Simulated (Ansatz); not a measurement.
# Σ3 (111) boundary in fcc Cu: structure and resistance

Aim: the relaxed structure and the specific resistance of the Σ3 (111) boundary in fcc Cu.

Main program and level: Ansatz 0.2.0; Ansatz plane-wave DFT, PBE, PAW files; relaxation of a bicrystal slab with its lowest layers held; PAW set soft_1, in the first sound run; inputs show where later runs differ.

## Step 1: Starting point

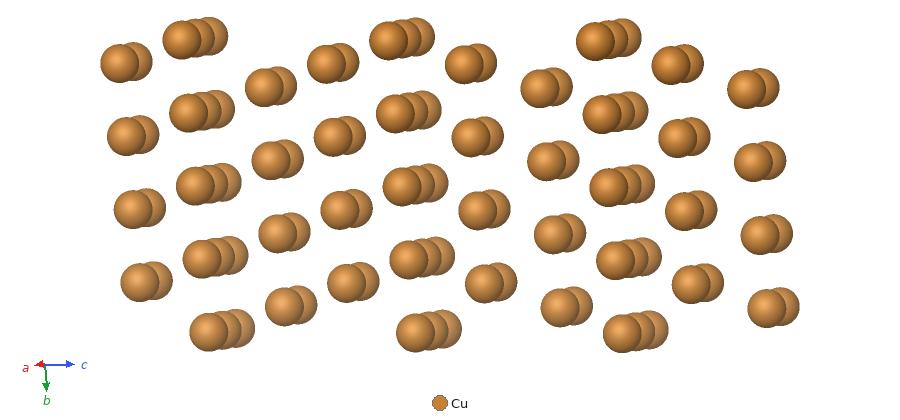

The starting structure, seen from the side, with the c axis across the page (copper orange). 2×4×1 cells are drawn. Some periodic images of atoms are drawn too.

The cell holds 10 atoms: 10 Cu. Cell: a = 2.556 Å, b = 2.556 Å, c = 29.784 Å, α = 90.0°, β = 90.0°, γ = 120.0°. It derives from Cu. built on the (1 1 1) plane; 1 overlapping atoms removed and the grains opened by 0 Å. Vacuum lies along c.

As a file:

```cif
data_structure
_symmetry_space_group_name_H-M 'P 1'
_symmetry_Int_Tables_number 1
_cell_length_a 2.5562
_cell_length_b 2.5562
_cell_length_c 29.7839
_cell_angle_alpha 90.000
_cell_angle_beta 90.000
_cell_angle_gamma 120.000
_cell_volume 168.53
loop_
_atom_site_label
_atom_site_type_symbol
_atom_site_fract_x
_atom_site_fract_y
_atom_site_fract_z
_atom_site_occupancy
Cu1 Cu 0.66667 0.33333 0.16788 1
Cu2 Cu 0.00000 0.00000 0.23795 1
Cu3 Cu 0.33333 0.66667 0.30803 1
Cu4 Cu 0.66667 0.33333 0.37810 1
Cu5 Cu 0.00000 0.00000 0.44818 1
Cu6 Cu 0.66667 0.33333 0.51825 1
Cu7 Cu 0.33333 0.66667 0.58832 1
Cu8 Cu 0.00000 0.00000 0.65840 1
Cu9 Cu 0.66667 0.33333 0.72847 1
Cu10 Cu 0.33333 0.66667 0.79855 1
```

## Step 2: Relaxing the bicrystal

The boundary is built by mirroring the lower grain in the boundary plane and removing any atoms that overlap. A thin bicrystal slab is relaxed first, with the lowest layers held and the upper grain free to shift and open.

The input, input.yaml:

```yaml
crystal:
  lattice:
    - [2.5561627297, 0.0, 0.0]
    - [-1.2780813649, 2.2137018601, 0.0]
    - [0.0, 0.0, 29.7838831619]
  atoms:
    - { symbol: Cu, position: [0.6666666666, 0.3333333333, 0.1678760279] }
    - { symbol: Cu, position: [0.9999999999, 1.0, 0.2379507766] }
    - { symbol: Cu, position: [0.3333333333, 0.6666666666, 0.3080255254] }
    - { symbol: Cu, position: [0.6666666666, 0.3333333333, 0.3781002741] }
    - { symbol: Cu, position: [0.0, 0.0, 0.4481750228] }
    - { symbol: Cu, position: [0.6666666666, 0.3333333333, 0.5182497716] }
    - { symbol: Cu, position: [0.3333333333, 0.6666666666, 0.5883245203] }
    - { symbol: Cu, position: [0.9999999999, 1.0, 0.6583992691] }
    - { symbol: Cu, position: [0.6666666666, 0.3333333333, 0.7284740178] }
    - { symbol: Cu, position: [0.3333333332, 0.6666666666, 0.7985487665] }
kpoints:
  mp_grid: { grid: [10, 10, 1] }
hamiltonian:
  xc: pbe
  pseudopotentials: { kind: paw, azcp: { folder: soft_1 } }
scf:
  occupations: { method: fermi_dirac, width: 0.1 }
relax:
  f_tol: 0.03
  max_steps: 80
  constraints: [{ sites: [0, 1] }]
```

The run is started by

```
ansatz run input.yaml --threads 4 --pin off --max-ram 15360MiB --backend cpu --events-out ev --progress --plain --runs-dir out
```

Numbers of over 12 decimals in the logs are rounded to 6 here.

Output:

```text
Engine: ansatz 0.2.0, aarch64-unknown-linux-gnu
Pseudopotentials: kind: paw
Pseudopotential: Cu, paw, valence charge 19, recommended cutoff 420 eV (normal), soft_1/Cu.paw.azcp
Functional definition: PBE
  parameter kappa = 0.804
  parameter beta = 0.066725
  exchange = pbe_x(kappa = kappa, mu = beta*pi^2/3)
  correlation = pbe_c(beta = beta)
Crystal: 10 atoms, lattice volume = 168.535 Å³
Basis set: ecut = 420 eV, 3357 PW (Γ), exchange–correlation on 36×36×400 points (8 copies of the dense FFT grid, shifted against one another)
Bands: 114, of which v1, the nominal top of the filled ones, is band 95 counted from 1 (94 counted from 0)
Symmetry: 6 space group operations
Space group: P3m1 (ITA 156), of the structure as read, at distance tolerance 5.5e-5 Å
k-points: 14 of 100 (time reversal used)
Non-local potential: Cu, projectors of the file, l = 0: 3, l = 1: 2, l = 2: 3, l = 3: 1
PAW form: soft (Blöchl's): semilocal exchange-correlation on the pseudo side does not see the compensation charge
PAW one-centre angular grid: Cu, 590 points (default); XC on 64 Gauss nodes
Initial density: superposition of atomic densities (neutral atoms: chi_scale 0, normalization atom)
Initial wavefunctions: pseudopotential atomic-orbital guess
Functional: x = pbe(κ = 0.804, μ = 0.219515), c = pbe(β = 0.066725)
SCF iter   1: F=—  HF=-66259.732787 eV  |F-HF|=—  |Δ(HF+E_count)|=         —  Δρ=2.22e-1  dr2=4.99e1  ethr=3.10e-3  ⟨swp⟩=5.6  Hψ=5561  notcnv=0  defer=41
preconditioner: auto → LDOS  [metal: Δε(μ)=0.024 eV  Ē_g=8.664 eV  σ=0.100 eV  W_gap=0.06  n_scr=26 (ndim 8)  ℏωp=30.0 eV  f_vac=0.285  D(μ)=5.16/eV (n_scr^D=22)  β→1.0]
SCF iter   2: F=—  HF=-66313.884434 eV  |F-HF|=—  |Δ(HF+E_count)|=    5.42e1  Δρ=4.53e-1  dr2=1.90e2  ethr=3.10e-3  ⟨swp⟩=4.0  Hψ=5273  notcnv=0  defer=112  recentre
SCF iter   3: F=—  HF=-66251.560229 eV  |F-HF|=—  |Δ(HF+E_count)|=    6.23e1  Δρ=5.77e-2  dr2=3.78e0  ethr=3.10e-3  ⟨swp⟩=4.0  Hψ=4319  notcnv=0  defer=115
SCF iter   4: F=—  HF=-66250.955020 eV  |F-HF|=—  |Δ(HF+E_count)|=   6.05e-1  Δρ=2.08e-2  dr2=3.97e-1  ethr=1.99e-3  ⟨swp⟩=2.0  Hψ=2671  notcnv=0  defer=117
SCF iter   5: F=—  HF=-66250.885147 eV  |F-HF|=—  |Δ(HF+E_count)|=   6.99e-2  Δρ=6.11e-3  dr2=3.76e-2  ethr=2.09e-4  ⟨swp⟩=2.0  Hψ=2690  notcnv=0  defer=117
SCF iter   6: F=—  HF=-66250.889166 eV  |F-HF|=—  |Δ(HF+E_count)|=   4.02e-3  Δρ=2.06e-3  dr2=4.20e-3  ethr=1.98e-5  ⟨swp⟩=2.0  Hψ=2329  notcnv=0  defer=117
SCF iter   7: F=—  HF=-66250.890794 eV  |F-HF|=—  |Δ(HF+E_count)|=   1.63e-3  Δρ=8.89e-4  dr2=6.67e-4  ethr=2.21e-6  ⟨swp⟩=2.0  Hψ=2247  notcnv=0  defer=117
SCF iter   8: F=—  HF=-66250.891447 eV  |F-HF|=—  |Δ(HF+E_count)|=   6.53e-4  Δρ=3.83e-4  dr2=3.34e-4  ethr=3.51e-7  ⟨swp⟩=2.4  Hψ=2458  notcnv=0  defer=117
SCF iter   9: F=—  HF=-66250.891430 eV  |F-HF|=—  |Δ(HF+E_count)|=   1.60e-5  Δρ=1.73e-4  dr2=9.75e-5  ethr=1.76e-7  ⟨swp⟩=2.1  Hψ=1982  notcnv=0  defer=117
SCF iter  10: F=-66250.891421 eV  HF=-66250.891428 eV  |F-HF|=6.41e-6  |Δ(HF+E_count)|=   2.89e-6  Δρ=6.61e-5  dr2=1.13e-5  ethr=1.18e-8  ⟨swp⟩=2.9  Hψ=5612  notcnv=0
SCF 1 converged in 10 iterations: F = -66250.891421 eV  dr2 = 1.13e-5
  greatest PAW one-centre occupation: 1.000 electrons in one spin orbital (limit 2), on the Cu atom at site 0 (counted from 0), in its partial waves of l = 0
relax step   1: F+E_penalty+E_count = -66250.89142118 eV  Δ(F+E_penalty+E_count) = +0.000e0 eV  max|allowed force component| = 4.857e-2 eV/Å  Δτ_max = 0.0000 Å  (10 SCF iters, dr2 threshold 2.25e-5 eV, accepted)
Initial density: handed on by an earlier stage of this run
Initial wavefunctions: those handed on with the density
iter 1 solved again at ethr=2.68e-7 eV; its pass at ethr=3.10e-3 eV (dr2=5.08e-4 eV) is discarded
SCF iter   1: F=—  HF=-66250.892104 eV  |F-HF|=—  |Δ(HF+E_count)|=         —  Δρ=6.63e-4  dr2=5.09e-4  ethr=2.68e-7  ⟨swp⟩=2.4  Hψ=4848  notcnv=0  defer=118
preconditioner: auto → LDOS  [metal: Δε(μ)=0.056 eV  Ē_g=9.523 eV  σ=0.100 eV  W_gap=0.14  n_scr=26 (ndim 8)  ℏωp=30.0 eV  f_vac=0.284  D(μ)=3.66/eV (n_scr^D=18)  β→1.0]
SCF iter   2: F=—  HF=-66250.891952 eV  |F-HF|=—  |Δ(HF+E_count)|=   1.52e-4  Δρ=2.07e-4  dr2=1.30e-4  ethr=2.68e-7  ⟨swp⟩=2.1  Hψ=2676  notcnv=0  defer=118
SCF iter   3: F=—  HF=-66250.891940 eV  |F-HF|=—  |Δ(HF+E_count)|=   1.21e-5  Δρ=1.92e-4  dr2=3.73e-5  ethr=6.83e-8  ⟨swp⟩=2.0  Hψ=2255  notcnv=0  defer=118
SCF iter   4: F=—  HF=-66250.891931 eV  |F-HF|=—  |Δ(HF+E_count)|=   9.64e-6  Δρ=1.31e-4  dr2=1.79e-5  ethr=1.96e-8  ⟨swp⟩=2.4  Hψ=2746  notcnv=0  defer=118
SCF iter   5: F=—  HF=-66250.891928 eV  |F-HF|=—  |Δ(HF+E_count)|=   2.85e-6  Δρ=3.45e-5  dr2=1.15e-6  ethr=9.41e-9  ⟨swp⟩=2.0  Hψ=2185  notcnv=0  defer=118
SCF iter   6: F=—  HF=-66250.891928 eV  |F-HF|=—  |Δ(HF+E_count)|=   1.67e-7  Δρ=1.29e-5  dr2=1.69e-7  ethr=6.06e-10  ⟨swp⟩=2.0  Hψ=2331  notcnv=0  defer=118
SCF iter   7: F=-66250.891928 eV  HF=-66250.891928 eV  |F-HF|=1.17e-8  |Δ(HF+E_count)|=   1.85e-8  Δρ=3.00e-6  dr2=1.95e-8  ethr=5.26e-11  ⟨swp⟩=4.1  Hψ=5094  notcnv=0
SCF 2 converged in 7 iterations: F = -66250.891928 eV  dr2 = 1.95e-8
relax step   2: F+E_penalty+E_count = -66250.89192751 eV  Δ(F+E_penalty+E_count) = -5.063e-4 eV  max|allowed force component| = 2.927e-2 eV/Å  Δτ_max = 0.0064 Å  (7 SCF iters, accepted)
SCF converged after 7 iterations
Free energy (F): -66250.891928 eV
Harris-Foulkes:  -66250.891928 eV  (|F-HF|=1.17e-8)
Internal energy: -66250.770425 eV  (E = F + TS)
E sigma→0 (E₀):  -66250.831176 eV
Entropy (-TS):   -0.121502 eV (-12.150 meV/atom)
Fermi energy:    10.071758 eV
--- Per-component energies (eV) ---
  E_band       = -4852.770360
  E_kinetic    = 2615.692041
  E_local      = -306114.580325  (includes V_loc(G=0)·N_el)
  E_nonlocal   = 8903.889848
  E_hartree    = 149025.707470
  E_xc         = -687.653793
  E_vxc        = -887.724191  (∫ρ·V_xc dr)
  E_paw        = -18153.955103  (= ΣΔE_a)
  E_vpaw       = -7421.511797  (= ΣTr[D̂ρ^β])
  E_aug_tail   = 0.009762  (compensation charges beyond the density's cutoff)
  E_ewald      = 98160.119676
  E_smearing   = -0.121502  (= −TS)
  E_closure    = -0.000000  (closes the sum)
  Σ components = -66250.891928   (vs F -66250.891928, Δ=0.00e0)
--- Forces (eV/Å), atoms counted from 1 ---
  atom   1  Cu     0.00000000    -0.00000000     0.02233154
  atom   2  Cu    -0.00000000    -0.00000000    -0.00311223
  atom   3  Cu     0.00000000     0.00000000    -0.02817509
  atom   4  Cu     0.00000000     0.00000000    -0.00607588
  atom   5  Cu    -0.00000000     0.00000000    -0.01462781
  atom   6  Cu     0.00000000     0.00000000     0.02926876
  atom   7  Cu    -0.00000000     0.00000000    -0.01133087
  atom   8  Cu     0.00000000    -0.00000000     0.02847199
  atom   9  Cu     0.00000000    -0.00000000    -0.00445516
  atom  10  Cu     0.00000000    -0.00000000    -0.01232608
  max |Σ_I F_I| component: 3.08e-5 eV/Å
--- Relaxed structure (2 steps of the walk, 2 accepted, 0 SCFs on fresh bases) ---
  F+E_penalty+E_count = -66250.89192751 eV   max|allowed force component| = 2.927e-2 eV/Å
  atoms:
    - { symbol: Cu, position: [0.666667, 0.333333, 0.1678760279] }
    - { symbol: Cu, position: [1.0, 1.000000, 0.237951] }
    - { symbol: Cu, position: [0.333333, 0.666667, 0.307899] }
    - { symbol: Cu, position: [0.666667, 0.333333, 0.378013] }
    - { symbol: Cu, position: [-2.5907346534180246e-17, -1.8501574440486258e-17, 0.448171] }
    - { symbol: Cu, position: [0.666667, 0.333333, 0.518412] }
    - { symbol: Cu, position: [0.333333, 0.666667, 0.588483] }
    - { symbol: Cu, position: [1.0, 1.000000, 0.658616] }
    - { symbol: Cu, position: [0.666667, 0.333333, 0.728583] }
    - { symbol: Cu, position: [0.333333, 0.666667, 0.798584] }
```

Run time: 18 s. Hardware: 4 threads of Arm Neoverse V1, shared host; peak memory 0.73 GiB.

The steps of the relaxation:

```csv
step,energy less that of the first step (eV),largest force component (eV/Å)
1,0.0000,0.0486
2,-0.0005,0.0293
```

The run keeps the 6 symmetry operations that it works with, so distortions that break them were not tested.

This step gave:

| Quantity | Value |
| --- | --- |
| free energy | -66250.8919 eV |
| energy at zero smearing | -66250.8312 eV |
| Fermi energy | 10.07 eV |

The largest force component on a free atom ends at 0.029 eV/Å, under the tolerance of 0.03, after 2 steps.

## Step 3: Transmission across the boundary

This step: Ansatz plane-wave DFT, PBE, PAW files; ballistic transport by layer matching (Landauer), zero bias; boundary relaxed in a short slab, bulk layers laid on; PAW set soft_1 (Ansatz 0.2.0).

System of this step: Σ3 (111) boundary in fcc Cu. The cell holds 22 atoms: 22 Cu. Cell: a = 2.556 Å, b = 2.556 Å, c = 51.834 Å, α = 90.0°, β = 90.0°, γ = 120.0°. It derives from Cu. Regions: lower grain, 9 atoms (9 Cu); boundary, 6 atoms (6 Cu); upper grain, 7 atoms (7 Cu). Vacuum lies along c.

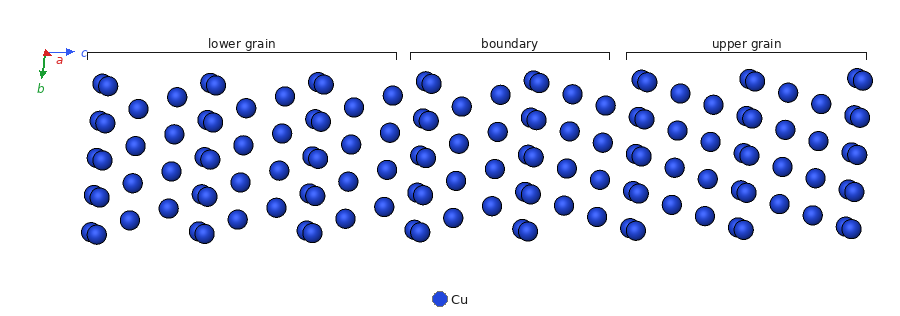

The cell of this step (copper blue). 1×4×1 cells are drawn. Some periodic images of atoms are drawn too.

The input, input.yaml:

```yaml
crystal:
  lattice:
    - [2.5561627297, 0.0, 0.0]
    - [-1.2780813649, 2.2137018601, 0.0]
    - [0.0, 0.0, 51.8337784099]
  atoms:
    - { symbol: Cu, position: [-4.0000000002, -8.0000000001, 0.0771697554] }
    - { symbol: Cu, position: [-3.6666666668, -7.3333333335, 0.1174349684] }
    - { symbol: Cu, position: [-3.3333333335, -6.6666666668, 0.1577001814] }
    - { symbol: Cu, position: [-3.0000000001, -6.0000000001, 0.1979653944] }
    - { symbol: Cu, position: [-2.6666666668, -5.3333333334, 0.2382306074] }
    - { symbol: Cu, position: [-2.3333333334, -4.6666666667, 0.2784958205] }
    - { symbol: Cu, position: [-2.0000000001, -4.0, 0.3187610335] }
    - { symbol: Cu, position: [-1.6666666667, -3.3333333334, 0.3590262465] }
    - { symbol: Cu, position: [-1.3333333334, -2.6666666667, 0.3992914595] }
    - { symbol: Cu, position: [1.0, 1.0, 0.4395566725] }
    - { symbol: Cu, position: [0.3333333333, 0.6666666667, 0.4797490641] }
    - { symbol: Cu, position: [0.6666666667, 0.3333333333, 0.5200372299] }
    - { symbol: Cu, position: [0.0, 0.0, 0.5603498389] }
    - { symbol: Cu, position: [0.6666666667, 0.3333333333, 0.6007105701] }
    - { symbol: Cu, position: [0.3333333333, 0.6666666667, 0.6409737535] }
    - { symbol: Cu, position: [-1.0, -2.0, 0.6812389665] }
    - { symbol: Cu, position: [-1.3333333334, -2.6666666667, 0.7215041795] }
    - { symbol: Cu, position: [-1.6666666667, -3.3333333334, 0.7617693926] }
    - { symbol: Cu, position: [-2.0000000001, -4.0000000001, 0.8020346056] }
    - { symbol: Cu, position: [-2.3333333334, -4.6666666667, 0.8422998186] }
    - { symbol: Cu, position: [-2.6666666668, -5.3333333334, 0.8825650316] }
    - { symbol: Cu, position: [-3.0000000001, -6.0000000001, 0.9228302446] }
kpoints:
  mp_grid: { grid: [11, 11, 1] }
hamiltonian:
  xc: pbe
  pseudopotentials: { kind: paw, azcp: { folder: soft_1 } }
scf:
  occupations: { method: fermi_dirac, width: 0.1 }
output:
  transmission:
    leads: [[5, 6], [17, 18]]
    kmesh: [28, 28]
    e_range: [-0.1, 0.1]
    de: 0.05
  write_potential: true
  write_density: true
  volumetric_format: npy
  elf: true
```

Output:

```text
[...]
Crystal: 22 atoms, lattice volume = 293.306 Å³
Basis set: ecut = 420 eV, 5855 PW (Γ)
Bands: 251, of which v1, the nominal top of the filled ones, is band 209 counted from 1 (208 counted from 0)
Symmetry: 6 space group operations
[...]
k-points: 16 of 121 (time reversal used)
[...]
SCF iter   1: F=—  HF=-145773.053078 eV  |F-HF|=—  |Δ(HF+E_count)|=         —  Δρ=2.51e-1  dr2=1.11e2  ethr=3.10e-3  ⟨swp⟩=4.9  Hψ=12655  notcnv=0  defer=308
[...]
SCF iter  14: F=-145753.246990 eV  HF=-145753.246991 eV  |F-HF|=6.12e-8  |Δ(HF+E_count)|=   2.62e-8  Δρ=3.29e-6  dr2=9.01e-8  ethr=2.39e-11  ⟨swp⟩=11.2  Hψ=17002  notcnv=0
SCF 1 converged in 14 iterations: F = -145753.246990 eV  dr2 = 9.01e-8
[...]
transmission: 288 of 2880 steps passed
transmission: 576 of 2880 steps passed
[...]
transmission: 2880 of 2880 steps passed
WARN: The output density's exchange-correlation potential varies sharply where the density is thin. Do not read a vacuum level from v_tot or v_xc, or from such a field of the output density. On a cell that repeats whose density bears no net charge and no dipole along the vacuum's axis use v_es (v_loc + v_h of the components); under efield.dipole_correction with no amplitude use v_es + v_field, which holds any externa [...]
SCF converged after 14 iterations
Free energy (F): -145753.246990 eV
[...]
Internal energy: -145753.049656 eV  (E = F + TS)
E sigma→0 (E₀):  -145753.148323 eV
Entropy (-TS):   -0.197335 eV (-8.970 meV/atom)
Fermi energy:    13.998736 eV
[...]
--- Band table (eV; the first three rows and the last of 16) ---
  k-point 0: bands = [... 205 lower, 12.2312, 12.2312, 12.2787, 12.2787, 12.3157, 12.3157, 12.3382, 12.3382, ... 38 higher]
  k-point 1: bands = [... 205 lower, 12.2281, 12.2382, 12.2859, 12.3232, 12.3434, 12.3467, 12.4038, 12.4040, ... 38 higher]
  k-point 2: bands = [... 205 lower, 12.3071, 12.3402, 12.3666, 12.4092, 12.4095, 12.4634, 12.6438, 12.8547, ... 38 higher]
  k-point 15: bands = [... 205 lower, 16.4655, 16.5476, 16.6185, 16.7045, 16.8504, 16.9103, 17.1561, 17.1676, ... 38 higher]
--- Transmission ---
  basis      : 55 plane waves across, 36 finite elements along
  points     : 80, standing for a mesh of 28 x 28
  energies   : 5 from -0.100000 to 0.100000 eV about the Fermi level, 0.050000 eV apart; the leads are filled to 0.000000 eV, and channels, transmission and decay are at 0.000000 eV
  crystal 0  : Cu1, at the sites [5, 6], period 2.0871 Å, over 27.13 Å; its Hamiltonian steps by up to 6.1 meV
    offset         : up to 0.0000 Å between an atom of the period and one for which it stands
    channels       : 7.844388e-1 a spin
    conductance    : none, the energies end too early or step too widely for 300 K: set another output.transmission.e_range or a lower de, or, where they end at an eighth of basis.ecutwfc, a higher one
    slowest decay  : 0.0462 /Å at (0.0714, 0.0357)
[...]
channels       : 7.844388e-1 a spin
[...]
slowest decay  : 0.0440 /Å at (0.0714, 0.0357)
  junction   : crystal 0 to crystal 1, 16.87 to 37.05 Å
    transmission   : 7.658216e-1 a spin
[...]
```

Elapsed: 2.4 min, on 4 threads; peak memory 2.4 GiB.

Numbers from this step:

| Item | Value |
| --- | --- |
| free energy | -145753.2470 eV |
| energy at zero smearing | -145753.1483 eV |
| Fermi energy | 14.00 eV |
| cell area | 5.659 Å² |
| transmission per spin nearest the Fermi level | 0.7658 |
| open channels per spin nearest the Fermi level | 0.7844 |
| open channels per spin, upper lead | 0.7844 |
| step of the lead's potential | 6.1 meV |
| step of the upper lead's potential | 9 meV |

Per spin. The transmission, zone mean by energy, zero at the Fermi level:

```csv
energy (eV),"transmission, zone mean"
-0.1000,0.774
-0.0500,0.777
0.0000,0.766
0.0500,0.768
0.1000,0.776
```

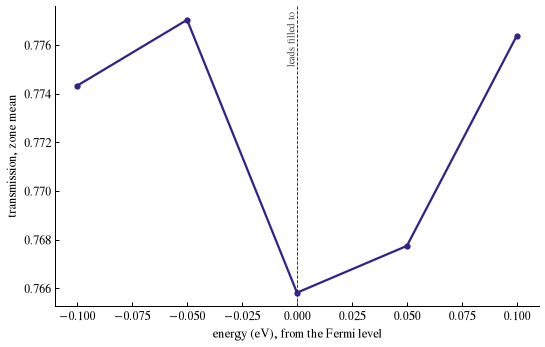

Transmission, zone mean against energy.

Per spin. The open channels, zone mean, lead = upper lead by energy, zero at the Fermi level:

```
energy (eV)  open channels, zone mean, lead = upper lead
    -0.1000                                        0.800
    -0.0500                                        0.800
     0.0000                                        0.784
     0.0500                                        0.784
     0.1000                                        0.800
```

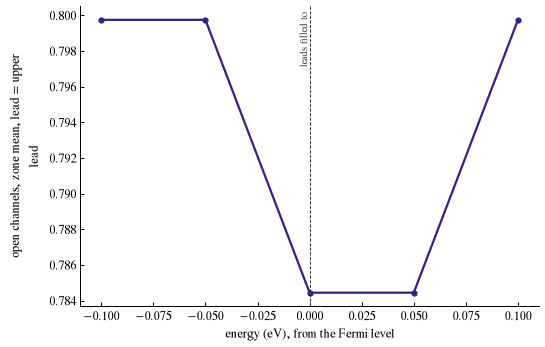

Open channels, zone mean, lead = upper lead, plotted against energy.

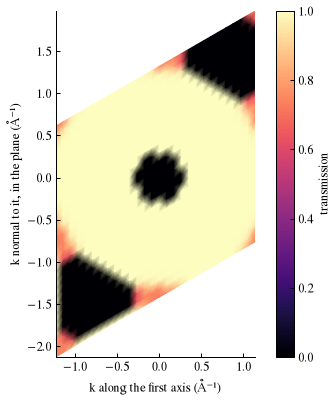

Transmission over k1 and k2. At 0.0000 eV from the Fermi level.

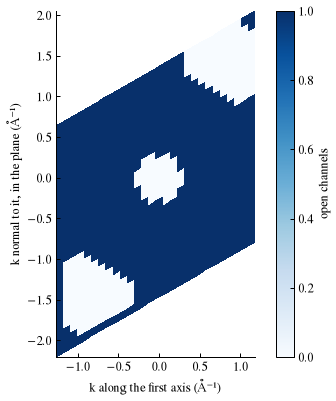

Open channels over k1 and k2. At 0.0000 eV from the Fermi level.

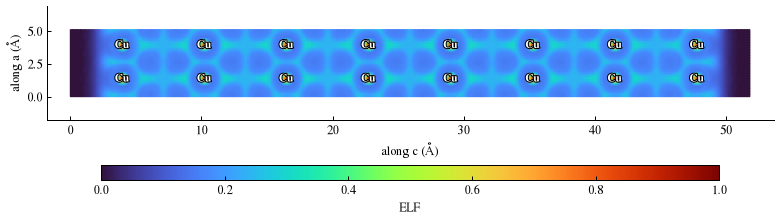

ELF in the ca plane at fractional y = 0.000, with atoms of Cu within 0.2 Å of it. It is the smooth field of the valence electrons, not physical close to the nuclei. The map starts off the cell's origin, so that atoms lie inside it.

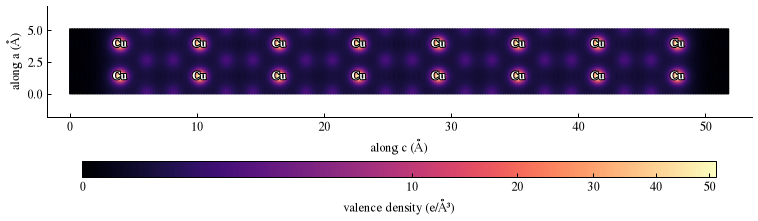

Valence density in the ca plane at fractional y = 0.000, with atoms of Cu within 0.2 Å of it. It is the smooth field of the valence electrons, not physical close to the nuclei. The map starts off the cell's origin, so that atoms lie inside it. The colour scale is stretched toward low values.

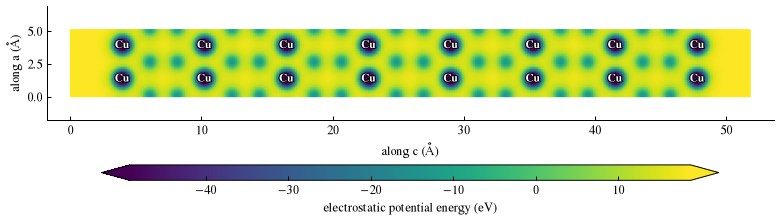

Electrostatic potential energy in the ca plane at fractional y = 0.000, with atoms of Cu within 0.2 Å of it. With pseudopotentials it is smooth inside the atoms' cores, unlike the true potential. The map starts off the cell's origin, so that atoms lie inside it.

Over the solved energies the transmission per spin lies between 0.766 and 0.777, out of 0.794 channels of the lead on average (up to 0.800).

(Part 1 of 2 ends here.)

[Logs are printed without paths, hosts, clocks, repeated set-up lines and the standing remarks that a program may print on its own settings, such as how far it seeks lower states.]

[Hosts, paths, dates, database ids (printed as entryN), source tags and the programs' standing remarks are cut or masked in the printed files.]
